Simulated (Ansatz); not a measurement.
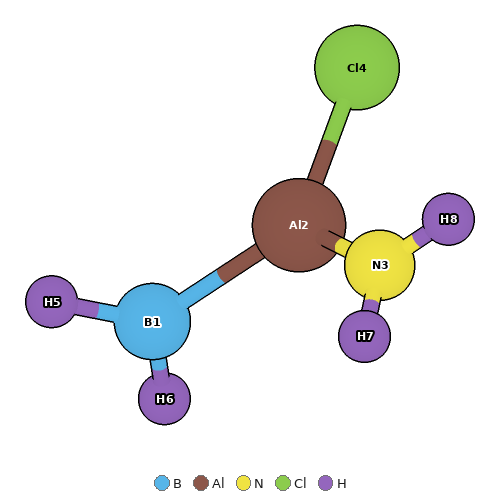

The system is AlBClH₄N, SMILES [BH2][Al]([NH2])[Cl]; the picture shows the reference structure. The first coordinate is: dihedral H5–B1–Al2–N3; the second: dihedral B1–Al2–N3–H7. Nothing is relaxed (all other coordinates rigid). The scan uses an 18 × 18 grid. Energies are in kcal/mol, from the relaxed molecule at the same level. Level of theory: RHF/def2-SVP in Ansatz 0.2.0.

Its coordinates:

```xyz
8

B    -0.5229    1.7162   -0.3197
Al   -0.2466   -0.4036   -0.3000
N     0.8829   -1.2733    0.7399
Cl   -1.3934   -1.6224   -1.6142
H     0.1080    2.4424   -1.0417
H    -1.3289    2.2686    0.3815
H     1.4973   -0.8592    1.4146
H     1.0037   -2.2687    0.7395
```

Range: dihedral H5–B1–Al2–N3 from −180 to 160°; dihedral B1–Al2–N3–H7 from −180 to 160°.

What landscape does the calculation give?

The lowest grid point is at dihedral H5–B1–Al2–N3 = 100°, dihedral B1–Al2–N3–H7 = 0°, 0.036 kcal/mol from the relaxed molecule at the same level; the map holds 4 wells of about this depth. The highest grid point, dihedral H5–B1–Al2–N3 = −180°, dihedral B1–Al2–N3–H7 = 80°, lies 10.6 kcal/mol above the lowest. On the interpolated surface the easiest way out of the lowest well to a well of about the same depth near dihedral H5–B1–Al2–N3 = −80°, dihedral B1–Al2–N3–H7 = 0° passes a barrier of about 1.3 kcal/mol. Round the minimum the valley is somewhat tilted: raising dihedral H5–B1–Al2–N3 shifts the best value of dihedral B1–Al2–N3–H7 upwards (coupling k₁₂/√(k₁₁k₂₂) about −0.2).

| dihedral B1–Al2–N3–H7 ↓, dihedral H5–B1–Al2–N3 → | −180 | −140 | −100 | −60 | −20 | 20 | 60 | 100 | 140 |
| --- | --- | --- | --- | --- | --- | --- | --- | --- | --- |
| 160 | 2.4 | 1.5 | 0.9 | 1.5 | 2.4 | 2.0 | 1.1 | 1.0 | 2.0 |
| 120 | 8.4 | 7.0 | 5.9 | 6.9 | 8.3 | 7.9 | 6.3 | 6.1 | 7.7 |
| 80 | 10.6 | 9.6 | 7.9 | 8.3 | 10.2 | 10.4 | 8.6 | 7.8 | 9.3 |
| 40 | 5.1 | 4.7 | 3.4 | 3.3 | 4.6 | 5.2 | 4.0 | 3.1 | 4.0 |
| 0 | 1.3 | 0.8 | 0.0 | 0.3 | 1.1 | 1.1 | 0.3 | 0.0 | 0.7 |
| −40 | 5.1 | 4.0 | 3.1 | 4.0 | 5.2 | 4.7 | 3.4 | 3.4 | 4.7 |
| −80 | 10.6 | 9.3 | 7.8 | 8.6 | 10.4 | 10.2 | 8.4 | 7.9 | 9.6 |
| −120 | 8.4 | 7.8 | 6.1 | 6.2 | 7.9 | 8.4 | 6.9 | 5.9 | 7.0 |
| −160 | 2.4 | 2.0 | 1.1 | 1.0 | 2.0 | 2.4 | 1.5 | 0.9 | 1.5 |

The table holds every second grid line.

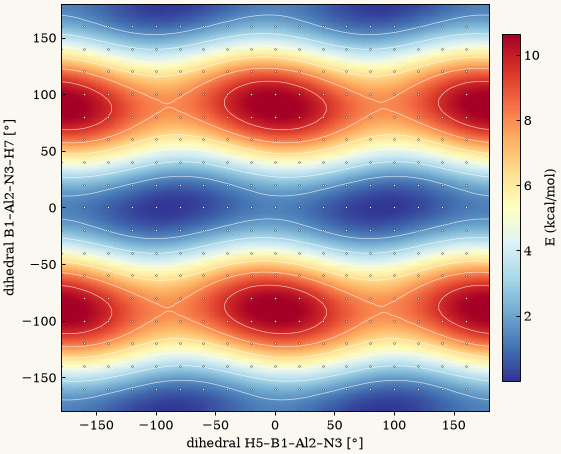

The picture shows a smooth colour map with a few white contour lines, dots at the grid points. Between grid points the surface is interpolated.

Time for the 324 points that were run: 4.4 min on 1 thread of AMD EPYC 9R45 96-Core Processor (Zen 5) (shared host).
